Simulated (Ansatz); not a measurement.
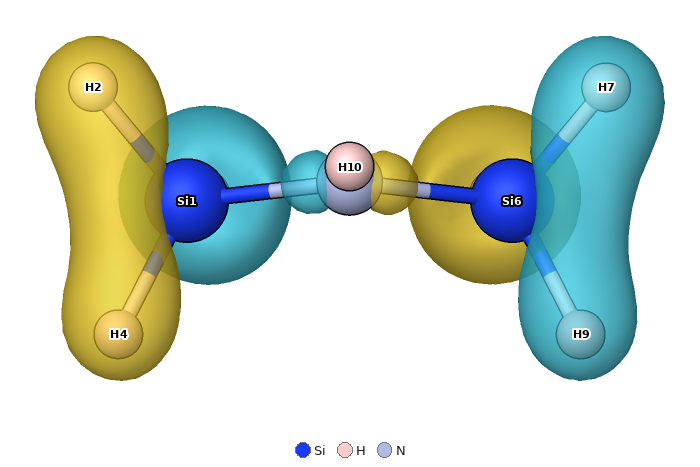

H7NSi2 ((H3Si)2NH). The HOMO−1 at ±0.15 Å⁻³ᐟ² (yellow and cyan are the two phases), seen from one side.

Geometry: B3LYP-D4/def2-TZVP.

Method: RKS PBE0-D4/def2-TZVP (Ansatz).

```xyz
10

Si   -0.4806    1.0184    1.0911
H     0.3735    2.0526    1.7253
H    -1.3259    1.6284    0.0419
H    -1.3628    0.4667    2.1516
N     0.5001   -0.1894    0.3321
Si    0.3074   -0.9429   -1.2145
H     1.6163   -1.0421   -1.9060
H    -0.6241   -0.1075   -2.0031
H    -0.2474   -2.3182   -1.1247
H     1.2435   -0.5659    0.9064
```

Q: Describe this orbital and give its energy.

A: It lies mainly on Si1 (about 20 %), Si6 (about 20 %), H3 (about 15 %), H8 (about 15 %), H2 (about 5 %) and H7 (about 5 %). Its energy is −9.42 eV.
